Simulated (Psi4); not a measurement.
# B2PLYP/6-31G(d) (density fitting for correlation, spherical functions) run of BGeNH6 (SMILES B[NH][GeH3])

Aim: the vertical ionisation energy of BGeNH6 at B2PLYP/6-31G* (density fitting for correlation, spherical functions), from 2 runs. 

Program for the calculation: Psi4 1.11.

3 further runs of the same task are left out: 1 that didn't finish, 2 set aside as unsound or not needed.

### 1 Starting point

BGeNH6 has 9 atoms, charge 0, and is taken as a singlet. SMILES: `B[NH][GeH3]`. The shape is that of a PBE0-D4/def2-TZVP optimisation.

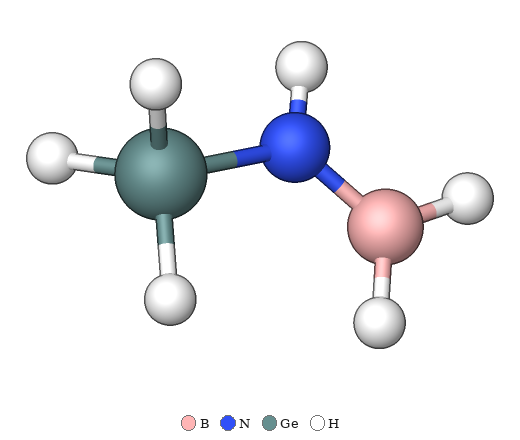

The structure, seen from a chosen angle (boron pink, nitrogen blue, germanium teal, hydrogen white).

### 2 A single-point energy at B2PLYP/6-31G(d) (density fitting for correlation, spherical functions)

Contents of job.in:

```
memory 2200 MB

molecule geom {
  0 1
  B
  N 1 1.391923
  Ge 2 1.853587 1 126.22471
  H 1 1.199334 2 119.19094 3 -0.01862
  H 1 1.199186 4 121.24037 2 179.9922
  H 2 1.009785 1 117.87217 5 -0.01467
  H 3 1.538344 2 109.09844 6 -59.52297
  H 3 1.529696 7 111.48374 2 117.29301
  H 3 1.538234 8 111.50349 7 -122.22673
  symmetry c1
}

set reference rks
set puream true
set e_convergence 1e-09
set d_convergence 1e-08
set scf_type pk
set dft_radial_points 99
set dft_spherical_points 590
set num_frozen_docc 11

E, wfn = energy("b2plyp/6-31G*", return_wfn=True)
```

On the command line:

```
$ psi4 job.in job.out -n 1
```

job.out:

```text
[...]
  Running in c1 symmetry.
[...]
  Nuclear repulsion =  177.534477274152778
[...]
  Multiplicity = 1
[...]
  Nalpha       = 25
  Nbeta        = 25
[...]
    Number of basis functions: 72
[...]
   @RKS iter   1: -2157.99850633224742   -2.70026e+00   3.52953e-02 DIIS/ADIIS
[...]
   @RKS iter  11: -2159.30495776121779   -6.82121e-12   6.09536e-09 DIIS
[...]
    Orbital Energies [Eh]
    ---------------------
    Doubly Occupied:
       1A   -401.469506     2A    -50.804323     3A    -45.146865
       4A    -45.146658     5A    -45.146650     6A    -14.837664
       7A     -7.082989     8A     -6.652982     9A     -4.742514
      10A     -4.741433    11A     -4.741166    12A     -1.402400
      13A     -1.399849    14A     -1.399709    15A     -1.396733
      16A     -1.396397    17A     -0.969105    18A     -0.643374
      19A     -0.596103    20A     -0.494170    21A     -0.435928
      22A     -0.419848    23A     -0.403280    24A     -0.361384
      25A     -0.339024
[...]
  @RKS Final Energy: -2159.30495776121779
   => Energetics <=
    Nuclear Repulsion Energy =            177.5344772741527777
    One-Electron Energy =               -3358.2811991188427783
    Two-Electron Energy =                1065.3669442671885008
    DFT Exchange-Correlation Energy =     -43.9251801837161651
    Empirical Dispersion Energy =           0.0000000000000000
    VV10 Nonlocal Energy =                  0.0000000000000000
    Total Energy =                      -2159.3049577612177927
[...]
 Multipole Moments:
 ------------------------------------------------------------------------------------
     Multipole            Electronic (a.u.)      Nuclear  (a.u.)        Total (a.u.)
 ------------------------------------------------------------------------------------
 L = 1.  Multiply by 2.5417464519 to convert [e a0] to [Debye]
 Dipole X            :         -0.0008416            0.0006512           -0.0001904
 Dipole Y            :         -4.3597754            4.3892256            0.0294503
 Dipole Z            :          6.0464483           -5.3559039            0.6905444
 Magnitude           :                                                    0.6911721
[...]
```

It took 9.9 s on 1 thread of AMD EPYC 9R45 (Zen 5), shared host; peak memory 1.1 GiB.

### 3 The doublet cation

Contents of calc.py:

```python
import psi4

psi4.set_memory('2200 MB')
psi4.set_num_threads(1)
psi4.core.set_output_file('bgeh6n.out', False)

molecule = psi4.geometry("""
1 2
B
N 1 1.391923
Ge 2 1.853587 1 126.22471
H 1 1.199334 2 119.19094 3 -0.01862
H 1 1.199186 4 121.24037 2 179.9922
H 2 1.009785 1 117.87217 5 -0.01467
H 3 1.538344 2 109.09844 6 -59.52297
H 3 1.529696 7 111.48374 2 117.29301
H 3 1.538234 8 111.50349 7 -122.22673
units angstrom
symmetry c1
""")

psi4.set_options({
    'basis': '6-31G*',
    'reference': 'uks',
    'puream': True,
    'e_convergence': 1e-09,
    'd_convergence': 1e-08,
    'scf_type': 'pk',
    'dft_radial_points': 99,
    'dft_spherical_points': 590,
    'num_frozen_docc': 11,
    'maxiter': 100,
})

e = psi4.energy("b2plyp")
print(f'total energy {e:.8f} hartree = {e * 27.211386:.5f} eV')
```

On the command line:

```
$ python calc.py
```

bgeh6n.out:

```text
[...]
  Running in c1 symmetry.
[...]
  Nuclear repulsion =  177.534477274152778
[...]
  Multiplicity = 2
[...]
  Nalpha       = 25
  Nbeta        = 24
[...]
    Number of basis functions: 72
[...]
   @UKS iter   1: -2157.61708763017259   -2.31884e+00   3.52042e-02 ADIIS/DIIS
[...]
   @UKS iter  25: -2158.89872290170706    1.13687e-11   4.78023e-09 DIIS
[...]
   @S^2 Observed:                7.617619160E-01
[...]
    Orbital Energies [Eh]
    ---------------------
    Alpha Occupied:
       1A   -401.666017     2A    -51.001049     3A    -45.344419
       4A    -45.343010     5A    -45.342854     6A    -15.096235
       7A     -7.395146     8A     -6.849649     9A     -4.942125
      10A     -4.936683    11A     -4.935886    12A     -1.602707
      13A     -1.596565    14A     -1.596448    15A     -1.591431
      16A     -1.591054    17A     -1.227978    18A     -0.891031
      19A     -0.857799    20A     -0.785940    21A     -0.725284
      22A     -0.662879    23A     -0.629847    24A     -0.585085
      25A     -0.557716
    Alpha Virtual:
[...]
  @UKS Final Energy: -2158.89872290170706
   => Energetics <=
    Nuclear Repulsion Energy =            177.5344772741527777
    One-Electron Energy =               -3347.3152476012819534
    Two-Electron Energy =                1054.6369315070455741
    DFT Exchange-Correlation Energy =     -43.7548840816236719
    Empirical Dispersion Energy =           0.0000000000000000
    VV10 Nonlocal Energy =                  0.0000000000000000
    Total Energy =                      -2158.8987229017070604
[...]
 Multipole Moments:
 ------------------------------------------------------------------------------------
     Multipole            Electronic (a.u.)      Nuclear  (a.u.)        Total (a.u.)
 ------------------------------------------------------------------------------------
 L = 1.  Multiply by 2.5417464519 to convert [e a0] to [Debye]
 Dipole X            :         -0.0009439            0.0006512           -0.0002927
 Dipole Y            :         -2.8289356            4.3892256            1.5602901
 Dipole Z            :          3.4138417           -5.3559039           -1.9420623
 Magnitude           :                                                    2.4912068
[...]
```

Standard output:

```text
total energy -2159.06175529 hartree = -58751.06282 eV
```

It took 29 s on 1 thread of AMD EPYC 9R45 (Zen 5), shared host; peak memory 1.1 GiB.

### 4 Summary of results

Level: B2PLYP/6-31G* (density fitting for correlation, spherical functions), 11 core orbitals frozen.

| quantity | value |
| --- | --- |
| singlet BGeNH6: total energy | -2159.46547 Eh |
| singlet BGeNH6: HOMO energy (SCF part's orbitals) | -9.23 eV |
| singlet BGeNH6: LUMO energy (SCF part's orbitals) | 1.66 eV |
| singlet BGeNH6: HOMO–LUMO gap (SCF part's orbitals) | 10.89 eV |
| doublet cation: total energy | -2159.06176 Eh |
| doublet cation: HOMO energy (SCF part's orbitals) (highest over α and β) | -14.98 eV |
| doublet cation: LUMO energy (SCF part's orbitals) (lowest over α and β) | -12.25 eV |
| doublet cation: ⟨S²⟩ | 0.762 |
| vertical ionisation energy (to the doublet cation) | 10.986 eV |

In words: The vertical ionisation energy comes to 10.99 eV (1060 kJ/mol). The negative HOMO energy of the first species, 9.23 eV, lies 1.76 eV below that difference.
